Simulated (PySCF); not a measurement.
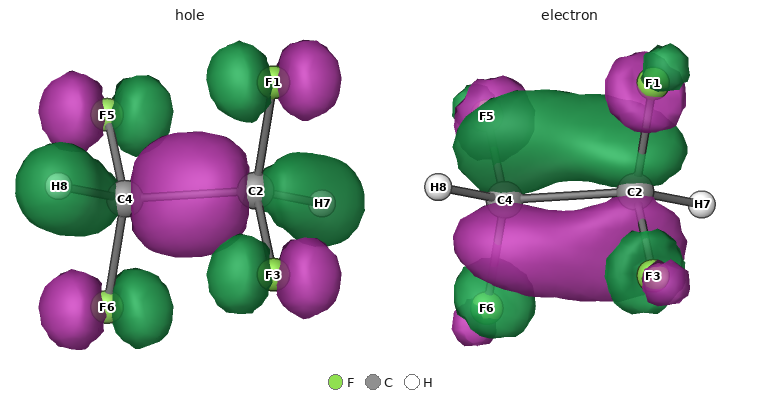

C$_{2}$H$_{2}$F$_{4}$, SMILES `FC(F)C(F)F`. Leading natural transition orbital pair of T₁ (TDA triplet states); the surfaces enclose about 70 % of each orbital's density.

PySCF calculation, PBE0/6-311G**, gas phase; geometry: GFN2-xTB. No frequency check shows the geometry to be a minimum. Without diffuse functions Rydberg states are missing, so the states' numbers hold for this basis only.

Input script:

```python
import numpy as np
from pyscf import gto, scf, dft, tdscf
from pyscf.scf import atom_ks, atom_hf
from scipy.linalg import block_diag

def solve(mol, dm0=None, hcore=None):
    mf = (dft.UKS if mol.spin else dft.RKS)(mol, xc='pbe0')
    mf.grids.level = 3
    mf = mf.density_fit(auxbasis='def2-universal-jkfit')
    mf.conv_tol, mf.max_cycle = 1e-8, 80
    if hcore is not None:
        mf.get_hcore = lambda *args: hcore
    mf.kernel(dm0)
    if not mf.converged:
        mf = mf.newton().run(mf.mo_coeff, mf.mo_occ, max_cycle=30)
    assert mf.converged, 'SCF not converged'
    return mf

mol = gto.M(atom='''
F     -1.38347     1.08283    -0.09157
C     -0.70004    -0.00012     0.32236
F     -1.38347    -1.08274    -0.09157
C      0.70004    -0.00012    -0.32236
F      1.38347     1.08283     0.09157
F      1.38347    -1.08274     0.09157
H     -0.65161    -0.00006     1.42163
H      0.65161    -0.00006    -1.42163
''', basis='6-311g**', charge=0, spin=0, verbose=4)
mf = solve(mol)
td = mf.TDA()
td.nstates, td.singlet, td.conv_tol = 6, False, 1e-5
td.kernel()
td.analyze()
x, y = np.array([p[0] for p in td.xy]), np.array([p[1] + 0 * p[0] for p in td.xy])
f, mu = np.zeros(len(td.e)), np.zeros((len(td.e), 3))
nto = [td.get_nto(state=i + 1, verbose=4) for i in range(len(td.e))]
# spherically averaged free atoms, for the promolecule
atm = atom_ks.get_atm_nrks(mol, xc='pbe0')
pro = block_diag(*[(atm[a[0]][2] * atm[a[0]][3]) @ atm[a[0]][2].T for a in mol._atom])
np.savez('result.npz', e=td.e, f=f, ok=td.converged, w=[n[0] for n in nto], nto=[n[1] for n in nto], x=x, y=y, c=mf.mo_coeff, occ=mf.mo_occ, eps=mf.mo_energy, pro=pro, mu=mu)
```

Launched as:

```sh
OMP_NUM_THREADS=1 python input.py
```

The run took 4.7 min on 1 thread of Arm Neoverse V1, with other jobs on the host, peak memory 0.62 GiB.

> Give its energy and the atoms that hole and electron lie on.

9.03 eV (137 nm), spin-forbidden from the singlet ground state; the leading pair carries 98 %; hole on C2 and C4 (19 % each), F1, F3, F5 and F6 (12 % each) and H7 and H8 (7 % each), electron on C2 and C4 (25 % each) and F1, F3, F5 and F6 (11 % each); their centroids lie 0.0 Å apart. In canonical orbitals it is mainly HOMO → LUMO+1 (98 %). The HOMO–LUMO gap is 11.34 eV.
